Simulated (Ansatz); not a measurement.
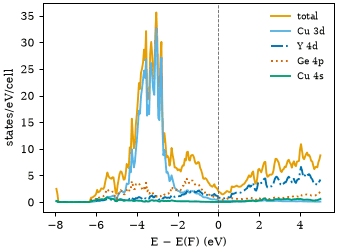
Figure: Total and projected density of states of Y3Cu4Ge4 in space group Immm (No. 71; Pearson symbol oI22), r²SCAN (plane waves, PAW; program Ansatz)

Question: Which orbitals carry the states next to the Fermi level?

Answer: Within 0.5 eV of the Fermi level: Y 4d 43 %, Ge 4p 33 %, Cu 3d 15 %. Projections are on Löwdin-orthogonalised atomic valence shells; empty p or d shells of many metals are not among them.

Question: Where is the tallest occupied peak in this window, and what makes it?

Answer: Near -3.0 eV, about 36 states/eV per cell; the largest projected share is Cu 3d.

The workflow started from a Materials Project entry (that database holds measured and hypothetical structures alike); the Crystallography Open Database copy checked does not list it. Whether it is the stable phase at ambient conditions was not checked. The r²SCAN relaxation kept the symmetry of its start; its stability against distortions is not shown here. No spin polarisation was allowed. Scalar-relativistic: spin–orbit coupling is off unless named, which matters more the heavier the elements.

Potentials: the later of the program's two PAW sets.
